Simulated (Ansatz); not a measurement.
## ZrSiNH₈O₃F: molecular dynamics (part 2 of 4)

Continued. System: ZrSiNH₈O₃F. Method: RHF/def2-SVP (Ansatz 0.2.0). It belongs to a series of runs on one base structure; here: dynamics from the highest image of the converged band.

Geometry of the input (Å):
```
Zr 0.0708  0.0646  0.1836
N  -0.2594  -0.2707  2.3707
H  -1.1230  0.0477  2.7827
H  -0.0784  -1.1814  2.7635
O  1.6346  -0.6097  -0.7319
H  2.1977  -1.0588  -1.3353
O  -0.7775  1.6326  -0.5407
H  -1.1664  2.3163  -1.0542
F  -1.1835  -1.3188  -0.3246
O  1.4288  1.2292  1.6009
Si 2.8163  2.1094  1.8054
H  3.9630  1.2179  2.0902
H  3.0813  2.8702  0.5671
H  2.6516  3.0464  2.9396
H  0.8043  0.6585  2.3054
```

The program's output, continued
```
md step   116: t =    58.00 fs  T =   126.1 K  F+E_penalty+E_count = -19551.42607075 eV  E_kin = 0.211903 eV  conserved = -19551.21416730 eV  (64 SCF iters)
md step   117: t =    58.50 fs  T =   120.7 K  F+E_penalty+E_count = -19551.41680543 eV  E_kin = 0.202893 eV  conserved = -19551.21391228 eV  (39 SCF iters)
md step   118: t =    59.00 fs  T =   117.5 K  F+E_penalty+E_count = -19551.41111661 eV  E_kin = 0.197396 eV  conserved = -19551.21372014 eV  (40 SCF iters)
md step   119: t =    59.50 fs  T =   118.0 K  F+E_penalty+E_count = -19551.41198892 eV  E_kin = 0.198317 eV  conserved = -19551.21367158 eV  (39 SCF iters)
md step   120: t =    60.00 fs  T =   122.8 K  F+E_penalty+E_count = -19551.42016320 eV  E_kin = 0.206368 eV  conserved = -19551.21379533 eV  (40 SCF iters)
md step   121: t =    60.50 fs  T =   130.7 K  F+E_penalty+E_count = -19551.43369672 eV  E_kin = 0.219645 eV  conserved = -19551.21405185 eV  (39 SCF iters)
md step   122: t =    61.00 fs  T =   139.4 K  F+E_penalty+E_count = -19551.44858881 eV  E_kin = 0.234245 eV  conserved = -19551.21434371 eV  (39 SCF iters)
md step   123: t =    61.50 fs  T =   146.2 K  F+E_penalty+E_count = -19551.46030561 eV  E_kin = 0.245753 eV  conserved = -19551.21455232 eV  (39 SCF iters)
md step   124: t =    62.00 fs  T =   149.4 K  F+E_penalty+E_count = -19551.46561584 eV  E_kin = 0.251024 eV  conserved = -19551.21459227 eV  (39 SCF iters)
md step   125: t =    62.50 fs  T =   148.4 K  F+E_penalty+E_count = -19551.46389498 eV  E_kin = 0.249437 eV  conserved = -19551.21445809 eV  (39 SCF iters)
md step   126: t =    63.00 fs  T =   144.6 K  F+E_penalty+E_count = -19551.45719103 eV  E_kin = 0.242958 eV  conserved = -19551.21423279 eV  (39 SCF iters)
md step   127: t =    63.50 fs  T =   139.8 K  F+E_penalty+E_count = -19551.44894520 eV  E_kin = 0.234903 eV  conserved = -19551.21404224 eV  (39 SCF iters)
md step   128: t =    64.00 fs  T =   135.7 K  F+E_penalty+E_count = -19551.44207436 eV  E_kin = 0.228096 eV  conserved = -19551.21397801 eV  (40 SCF iters)
md step   129: t =    64.50 fs  T =   133.0 K  F+E_penalty+E_count = -19551.43757885 eV  E_kin = 0.223537 eV  conserved = -19551.21404215 eV  (40 SCF iters)
md step   130: t =    65.00 fs  T =   131.1 K  F+E_penalty+E_count = -19551.43449755 eV  E_kin = 0.220340 eV  conserved = -19551.21415724 eV  (40 SCF iters)
md step   131: t =    65.50 fs  T =   129.1 K  F+E_penalty+E_count = -19551.43108463 eV  E_kin = 0.216863 eV  conserved = -19551.21422197 eV  (40 SCF iters)
md step   132: t =    66.00 fs  T =   126.3 K  F+E_penalty+E_count = -19551.42633305 eV  E_kin = 0.212153 eV  conserved = -19551.21418010 eV  (40 SCF iters)
md step   133: t =    66.50 fs  T =   123.1 K  F+E_penalty+E_count = -19551.42086424 eV  E_kin = 0.206820 eV  conserved = -19551.21404441 eV  (40 SCF iters)
md step   134: t =    67.00 fs  T =   120.7 K  F+E_penalty+E_count = -19551.41674898 eV  E_kin = 0.202864 eV  conserved = -19551.21388530 eV  (39 SCF iters)
md step   135: t =    67.50 fs  T =   120.6 K  F+E_penalty+E_count = -19551.41642572 eV  E_kin = 0.202633 eV  conserved = -19551.21379237 eV  (40 SCF iters)
md step   136: t =    68.00 fs  T =   123.5 K  F+E_penalty+E_count = -19551.42130720 eV  E_kin = 0.207476 eV  conserved = -19551.21383119 eV  (39 SCF iters)
md step   137: t =    68.50 fs  T =   129.0 K  F+E_penalty+E_count = -19551.43077009 eV  E_kin = 0.216762 eV  conserved = -19551.21400851 eV  (39 SCF iters)
md step   138: t =    69.00 fs  T =   135.6 K  F+E_penalty+E_count = -19551.44205108 eV  E_kin = 0.227784 eV  conserved = -19551.21426665 eV  (40 SCF iters)
md step   139: t =    69.50 fs  T =   140.8 K  F+E_penalty+E_count = -19551.45115372 eV  E_kin = 0.236649 eV  conserved = -19551.21450469 eV  (40 SCF iters)
md step   140: t =    70.00 fs  T =   142.7 K  F+E_penalty+E_count = -19551.45441780 eV  E_kin = 0.239794 eV  conserved = -19551.21462336 eV  (40 SCF iters)
md step   141: t =    70.50 fs  T =   140.2 K  F+E_penalty+E_count = -19551.45007337 eV  E_kin = 0.235507 eV  conserved = -19551.21456673 eV  (39 SCF iters)
md step   142: t =    71.00 fs  T =   133.7 K  F+E_penalty+E_count = -19551.43909234 eV  E_kin = 0.224741 eV  conserved = -19551.21435143 eV  (39 SCF iters)
md step   143: t =    71.50 fs  T =   125.5 K  F+E_penalty+E_count = -19551.42490781 eV  E_kin = 0.210845 eV  conserved = -19551.21406307 eV  (39 SCF iters)
md step   144: t =    72.00 fs  T =   118.0 K  F+E_penalty+E_count = -19551.41206429 eV  E_kin = 0.198244 eV  conserved = -19551.21382054 eV  (40 SCF iters)
md step   145: t =    72.50 fs  T =   113.5 K  F+E_penalty+E_count = -19551.40437419 eV  E_kin = 0.190656 eV  conserved = -19551.21371842 eV  (40 SCF iters)
md step   146: t =    73.00 fs  T =   112.9 K  F+E_penalty+E_count = -19551.40346139 eV  E_kin = 0.189682 eV  conserved = -19551.21377976 eV  (40 SCF iters)
md step   147: t =    73.50 fs  T =   115.7 K  F+E_penalty+E_count = -19551.40840486 eV  E_kin = 0.194455 eV  conserved = -19551.21394956 eV  (40 SCF iters)
md step   148: t =    74.00 fs  T =   120.5 K  F+E_penalty+E_count = -19551.41657974 eV  E_kin = 0.202447 eV  conserved = -19551.21413253 eV  (40 SCF iters)
md step   149: t =    74.50 fs  T =   125.5 K  F+E_penalty+E_count = -19551.42512379 eV  E_kin = 0.210876 eV  conserved = -19551.21424767 eV  (64 SCF iters)
md step   150: t =    75.00 fs  T =   129.7 K  F+E_penalty+E_count = -19551.43219475 eV  E_kin = 0.217929 eV  conserved = -19551.21426619 eV  (40 SCF iters)
md step   151: t =    75.50 fs  T =   132.8 K  F+E_penalty+E_count = -19551.43743241 eV  E_kin = 0.223217 eV  conserved = -19551.21421540 eV  (39 SCF iters)
md step   152: t =    76.00 fs  T =   135.3 K  F+E_penalty+E_count = -19551.44155021 eV  E_kin = 0.227396 eV  conserved = -19551.21415457 eV  (39 SCF iters)
md step   153: t =    76.50 fs  T =   137.6 K  F+E_penalty+E_count = -19551.44542751 eV  E_kin = 0.231290 eV  conserved = -19551.21413729 eV  (39 SCF iters)
md step   154: t =    77.00 fs  T =   139.9 K  F+E_penalty+E_count = -19551.44928005 eV  E_kin = 0.235098 eV  conserved = -19551.21418232 eV  (39 SCF iters)
md step   155: t =    77.50 fs  T =   141.7 K  F+E_penalty+E_count = -19551.45237070 eV  E_kin = 0.238105 eV  conserved = -19551.21426541 eV  (40 SCF iters)
md step   156: t =    78.00 fs  T =   142.3 K  F+E_penalty+E_count = -19551.45338000 eV  E_kin = 0.239043 eV  conserved = -19551.21433716 eV  (39 SCF iters)
md step   157: t =    78.50 fs  T =   140.9 K  F+E_penalty+E_count = -19551.45117730 eV  E_kin = 0.236827 eV  conserved = -19551.21435042 eV  (39 SCF iters)
md step   158: t =    79.00 fs  T =   137.6 K  F+E_penalty+E_count = -19551.44556945 eV  E_kin = 0.231289 eV  conserved = -19551.21428008 eV  (40 SCF iters)
md step   159: t =    79.50 fs  T =   133.0 K  F+E_penalty+E_count = -19551.43769031 eV  E_kin = 0.223557 eV  conserved = -19551.21413358 eV  (39 SCF iters)
md step   160: t =    80.00 fs  T =   128.5 K  F+E_penalty+E_count = -19551.42986505 eV  E_kin = 0.215912 eV  conserved = -19551.21395341 eV  (40 SCF iters)
md step   161: t =    80.50 fs  T =   125.6 K  F+E_penalty+E_count = -19551.42492618 eV  E_kin = 0.211118 eV  conserved = -19551.21380858 eV  (39 SCF iters)
md step   162: t =    81.00 fs  T =   125.8 K  F+E_penalty+E_count = -19551.42512367 eV  E_kin = 0.211353 eV  conserved = -19551.21377046 eV  (39 SCF iters)
md step   163: t =    81.50 fs  T =   129.2 K  F+E_penalty+E_count = -19551.43102592 eV  E_kin = 0.217153 eV  conserved = -19551.21387321 eV  (39 SCF iters)
md step   164: t =    82.00 fs  T =   135.0 K  F+E_penalty+E_count = -19551.44101116 eV  E_kin = 0.226924 eV  conserved = -19551.21408675 eV  (39 SCF iters)
md step   165: t =    82.50 fs  T =   141.3 K  F+E_penalty+E_count = -19551.45175903 eV  E_kin = 0.237436 eV  conserved = -19551.21432337 eV  (39 SCF iters)
md step   166: t =    83.00 fs  T =   145.9 K  F+E_penalty+E_count = -19551.45959587 eV  E_kin = 0.245110 eV  conserved = -19551.21448577 eV  (39 SCF iters)
md step   167: t =    83.50 fs  T =   147.3 K  F+E_penalty+E_count = -19551.46199419 eV  E_kin = 0.247479 eV  conserved = -19551.21451553 eV  (40 SCF iters)
md step   168: t =    84.00 fs  T =   145.2 K  F+E_penalty+E_count = -19551.45847823 eV  E_kin = 0.244060 eV  conserved = -19551.21441840 eV  (40 SCF iters)
md step   169: t =    84.50 fs  T =   140.6 K  F+E_penalty+E_count = -19551.45056579 eV  E_kin = 0.236317 eV  conserved = -19551.21424924 eV  (40 SCF iters)
md step   170: t =    85.00 fs  T =   135.0 K  F+E_penalty+E_count = -19551.44091990 eV  E_kin = 0.226838 eV  conserved = -19551.21408187 eV  (40 SCF iters)
md step   171: t =    85.50 fs  T =   129.9 K  F+E_penalty+E_count = -19551.43220234 eV  E_kin = 0.218229 eV  conserved = -19551.21397294 eV  (40 SCF iters)
md step   172: t =    86.00 fs  T =   126.3 K  F+E_penalty+E_count = -19551.42617527 eV  E_kin = 0.212232 eV  conserved = -19551.21394294 eV  (39 SCF iters)
md step   173: t =    86.50 fs  T =   124.6 K  F+E_penalty+E_count = -19551.42336148 eV  E_kin = 0.209384 eV  conserved = -19551.21397713 eV  (39 SCF iters)
md step   174: t =    87.00 fs  T =   124.5 K  F+E_penalty+E_count = -19551.42326103 eV  E_kin = 0.209221 eV  conserved = -19551.21404005 eV  (40 SCF iters)
md step   175: t =    87.50 fs  T =   125.5 K  F+E_penalty+E_count = -19551.42490947 eV  E_kin = 0.210818 eV  conserved = -19551.21409174 eV  (40 SCF iters)
md step   176: t =    88.00 fs  T =   127.0 K  F+E_penalty+E_count = -19551.42751256 eV  E_kin = 0.213410 eV  conserved = -19551.21410301 eV  (40 SCF iters)
md step   177: t =    88.50 fs  T =   129.0 K  F+E_penalty+E_count = -19551.43090096 eV  E_kin = 0.216831 eV  conserved = -19551.21407006 eV  (40 SCF iters)
md step   178: t =    89.00 fs  T =   131.8 K  F+E_penalty+E_count = -19551.43557078 eV  E_kin = 0.221547 eV  conserved = -19551.21402356 eV  (40 SCF iters)
md step   179: t =    89.50 fs  T =   135.8 K  F+E_penalty+E_count = -19551.44219482 eV  E_kin = 0.228177 eV  conserved = -19551.21401746 eV  (39 SCF iters)
md step   180: t =    90.00 fs  T =   140.9 K  F+E_penalty+E_count = -19551.45079485 eV  E_kin = 0.236700 eV  conserved = -19551.21409524 eV  (39 SCF iters)
md step   181: t =    90.50 fs  T =   146.3 K  F+E_penalty+E_count = -19551.46009647 eV  E_kin = 0.245845 eV  conserved = -19551.21425185 eV  (40 SCF iters)
md step   182: t =    91.00 fs  T =   150.7 K  F+E_penalty+E_count = -19551.46762394 eV  E_kin = 0.253199 eV  conserved = -19551.21442509 eV  (63 SCF iters)
md step   183: t =    91.50 fs  T =   152.4 K  F+E_penalty+E_count = -19551.47066464 eV  E_kin = 0.256139 eV  conserved = -19551.21452555 eV  (39 SCF iters)
md step   184: t =    92.00 fs  T =   150.7 K  F+E_penalty+E_count = -19551.46763954 eV  E_kin = 0.253151 eV  conserved = -19551.21448894 eV  (39 SCF iters)
md step   185: t =    92.50 fs  T =   145.7 K  F+E_penalty+E_count = -19551.45909858 eV  E_kin = 0.244785 eV  conserved = -19551.21431372 eV  (40 SCF iters)
md step   186: t =    93.00 fs  T =   139.1 K  F+E_penalty+E_count = -19551.44775093 eV  E_kin = 0.233686 eV  conserved = -19551.21406461 eV  (40 SCF iters)
md step   187: t =    93.50 fs  T =   133.1 K  F+E_penalty+E_count = -19551.43746082 eV  E_kin = 0.223618 eV  conserved = -19551.21384246 eV  (39 SCF iters)
md step   188: t =    94.00 fs  T =   129.7 K  F+E_penalty+E_count = -19551.43168052 eV  E_kin = 0.217944 eV  conserved = -19551.21373607 eV  (39 SCF iters)
md step   189: t =    94.50 fs  T =   129.9 K  F+E_penalty+E_count = -19551.43207505 eV  E_kin = 0.218295 eV  conserved = -19551.21378000 eV  (40 SCF iters)
md step   190: t =    95.00 fs  T =   133.3 K  F+E_penalty+E_count = -19551.43797228 eV  E_kin = 0.224028 eV  conserved = -19551.21394386 eV  (40 SCF iters)
md step   191: t =    95.50 fs  T =   138.5 K  F+E_penalty+E_count = -19551.44681657 eV  E_kin = 0.232662 eV  conserved = -19551.21415472 eV  (40 SCF iters)
md step   192: t =    96.00 fs  T =   143.4 K  F+E_penalty+E_count = -19551.45531670 eV  E_kin = 0.240987 eV  conserved = -19551.21432936 eV  (40 SCF iters)
md step   193: t =    96.50 fs  T =   146.6 K  F+E_penalty+E_count = -19551.46075262 eV  E_kin = 0.246345 eV  conserved = -19551.21440767 eV  (40 SCF iters)
md step   194: t =    97.00 fs  T =   147.3 K  F+E_penalty+E_count = -19551.46192470 eV  E_kin = 0.247552 eV  conserved = -19551.21437246 eV  (39 SCF iters)
md step   195: t =    97.50 fs  T =   145.9 K  F+E_penalty+E_count = -19551.45941537 eV  E_kin = 0.245159 eV  conserved = -19551.21425669 eV  (40 SCF iters)
md step   196: t =    98.00 fs  T =   143.4 K  F+E_penalty+E_count = -19551.45505554 eV  E_kin = 0.240923 eV  conserved = -19551.21413229 eV  (39 SCF iters)
md step   197: t =    98.50 fs  T =   140.9 K  F+E_penalty+E_count = -19551.45079144 eV  E_kin = 0.236714 eV  conserved = -19551.21407737 eV  (39 SCF iters)
md step   198: t =    99.00 fs  T =   138.9 K  F+E_penalty+E_count = -19551.44749579 eV  E_kin = 0.233370 eV  conserved = -19551.21412609 eV  (39 SCF iters)
md step   199: t =    99.50 fs  T =   137.0 K  F+E_penalty+E_count = -19551.44445604 eV  E_kin = 0.230215 eV  conserved = -19551.21424105 eV  (39 SCF iters)
these checks for a lower state are left out or cut short: starts, cluster_reference, orbital_swaps, neighbouring_geometries, increment
1676 factors; integrals over basis functions are off by at most 4.3e-4 eV
mean field -19551.43995558 eV, -718.5021659257 hartree, gradient 1.0e-5 eV, S^2 0.000000; 0 other end points of the search recorded, 0 dependent functions left out
the calculation of the forces begins
reference -19551.43995558 eV, -718.5021659257 hartree; 37, 37 occupied and 122, 122 virtual orbitals, 1676 factors
1676 factors; integrals over basis functions are off by at most 4.3e-4 eV
mean field evaluation 1952: about -19551.4400 eV, gradient 1.0e-5 eV
mean field -19551.43995558 eV, -718.5021659257 hartree, gradient 1.0e-5 eV, S^2 0.000000; 1 other end points of the search recorded, 0 dependent functions left out
the calculation of the forces begins
reference -19551.43995558 eV, -718.5021659257 hartree; 37, 37 occupied and 122, 122 virtual orbitals, 1676 factors
md step   200: t =   100.00 fs  T =   134.3 K  F+E_penalty+E_count = -19551.43995558 eV  E_kin = 0.225624 eV  conserved = -19551.21433146 eV  (63 SCF iters)
```

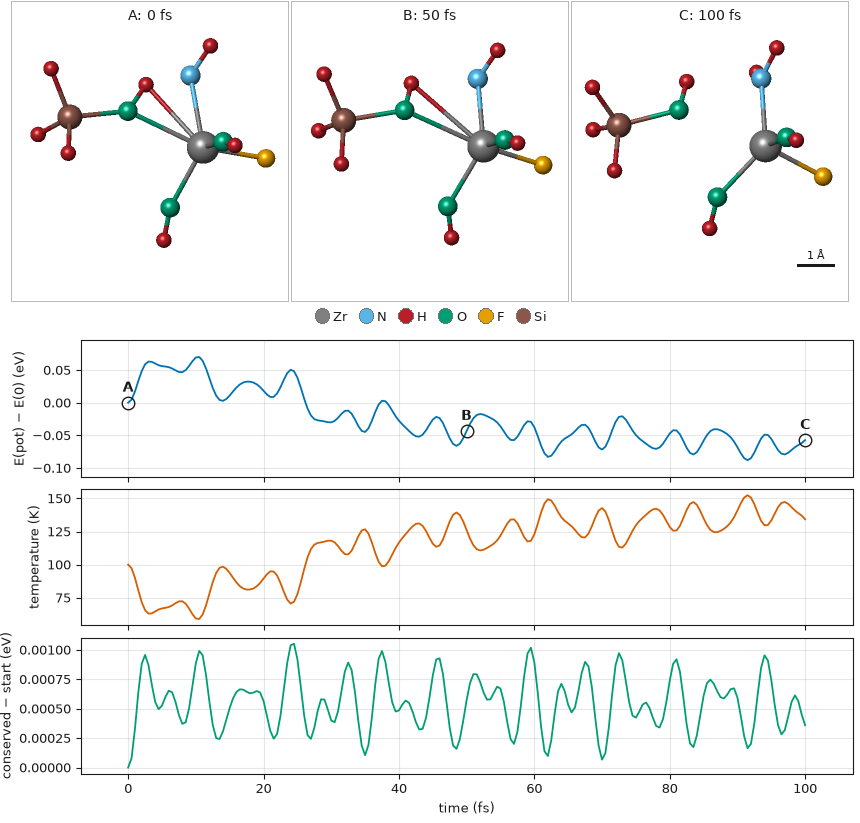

Fig. 1: Frames of the molecular dynamics (ball-and-stick, seen at a tilt) above the curves, on which the letters mark them. The trajectory kept here has 201 frames over 100 fs. The temperature starts at 100 K, ranges from 59 to 152 K and averages 132 K over the second half. The potential energy ends 0.057 eV below its first value. The conserved quantity stays within 0.0011 eV. After an unweighted best fit of the last frame on the first, the root-mean-square displacement is 0.40 Å.

```
Total energy: -19551.43995558 eV, -718.5021659257 hartree
Atom 0 at    -0.053420     0.009636     0.228639 Å, force     0.534491    -0.057210    -0.296984 eV/Å
Atom 1 at    -0.526552    -0.352912     2.213769 Å, force    -0.303018     0.507358     0.131947 eV/Å
Atom 2 at    -1.307824     0.111693     2.655104 Å, force     0.098298    -0.092443    -0.036583 eV/Å
Atom 3 at    -0.318125    -1.163105     2.753717 Å, force     0.136014    -0.432592     0.260050 eV/Å
Atom 4 at     1.758068    -0.411604    -0.379021 Å, force    -0.111977    -0.023519     0.117395 eV/Å
Atom 5 at     2.348589    -0.888792    -0.926251 Å, force     0.161431    -0.157508    -0.192877 eV/Å
Atom 6 at    -0.961303     1.574737    -0.415095 Å, force    -0.165907     0.356899    -0.097734 eV/Å
Atom 7 at    -1.316275     2.301629    -0.894724 Å, force     0.033935    -0.055219     0.049783 eV/Å
Atom 8 at    -0.977004    -1.410014    -0.707950 Å, force     0.015034     0.042499     0.064528 eV/Å
Atom 9 at     1.545416     1.574652     1.605531 Å, force     0.124997     0.069409     0.028879 eV/Å
Atom 10 at     3.141533     2.095174     1.713559 Å, force    -0.295250    -0.144035     0.394703 eV/Å
Atom 11 at     4.031816     1.093143     2.305746 Å, force    -0.032690    -0.388513     0.081047 eV/Å
Atom 12 at     3.628039     2.465948     0.419092 Å, force     0.085444     0.097191    -0.935496 eV/Å
Atom 13 at     3.242249     3.278174     2.567578 Å, force    -0.204531     0.295797     0.293568 eV/Å
Atom 14 at     1.129936     1.246229     2.394359 Å, force    -0.076268    -0.018116     0.137772 eV/Å
Dipole moment:     0.375781     0.443669     0.443442 e Å
```

Trajectory as extended XYZ (Å, eV, eV/Å), 32 of the 201 frames kept, from step=0 to step=200
```
15
Properties=species:S:1:pos:R:3:forces:R:3 step=0 time_fs=0.0 energy=-19551.38273 temperature=100.0
Zr    0.0708    0.0646    0.1836    0.0039   0.0030   0.0048
N    -0.2594   -0.2707    2.3707   -0.0059  -0.0151   0.0019
H    -1.1230    0.0477    2.7827    0.0016   0.0007  -0.0010
H    -0.0784   -1.1814    2.7635    0.0011   0.0011  -0.0019
O     1.6346   -0.6097   -0.7319   -0.0214  -0.0141  -0.0070
H     2.1977   -1.0588   -1.3353    0.0114   0.0083   0.0067
O    -0.7775    1.6326   -0.5407    0.0023  -0.0027  -0.0093
H    -1.1664    2.3163   -1.0542   -0.0005   0.0031   0.0059
F    -1.1835   -1.3188   -0.3246   -0.0020   0.0027   0.0000
O     1.4288    1.2292    1.6009   -0.0205  -0.0091   0.0036
Si    2.8163    2.1094    1.8054    0.0016  -0.0001   0.0059
H     3.9630    1.2179    2.0902   -0.0005   0.0005   0.0036
H     3.0813    2.8702    0.5671    0.0012  -0.0014   0.0001
H     2.6516    3.0464    2.9396   -0.0020   0.0022  -0.0018
H     0.8043    0.6585    2.3054    0.0297   0.0208  -0.0114
15
Properties=species:S:1:pos:R:3:forces:R:3 step=6 time_fs=3.0 energy=-19551.31967 temperature=63.0
Zr    0.0697    0.0660    0.1838    0.0632  -0.0796   0.0419
N    -0.2681   -0.2745    2.3757   -0.3638   1.1662  -0.4634
H    -1.1403    0.0616    2.7793    0.4094  -0.3218  -0.1109
H    -0.0844   -1.1820    2.7313    0.0315  -0.6997   0.4397
O     1.6354   -0.6104   -0.7359    0.0794  -0.1149  -0.1151
H     2.1729   -1.0940   -1.3432   -0.1473   0.1590   0.1838
O    -0.7828    1.6295   -0.5387    0.0953  -0.1702   0.1309
H    -1.1687    2.3227   -1.0339   -0.1119   0.2037  -0.1457
F    -1.1741   -1.3253   -0.3282    0.0048   0.0218   0.0088
O     1.4294    1.2459    1.6033   -0.4590  -0.3707   0.0585
Si    2.8201    2.1040    1.8047    0.2361  -0.5100   0.0527
H     3.9780    1.2434    2.1068    0.0385  -0.2203  -0.0086
H     3.0948    2.8504    0.6049    0.1220   0.3644  -0.7644
H     2.6841    3.0315    2.8938   -0.1830   0.5888   0.7662
H     0.7929    0.6810    2.3053    0.1848  -0.0169  -0.0745
```
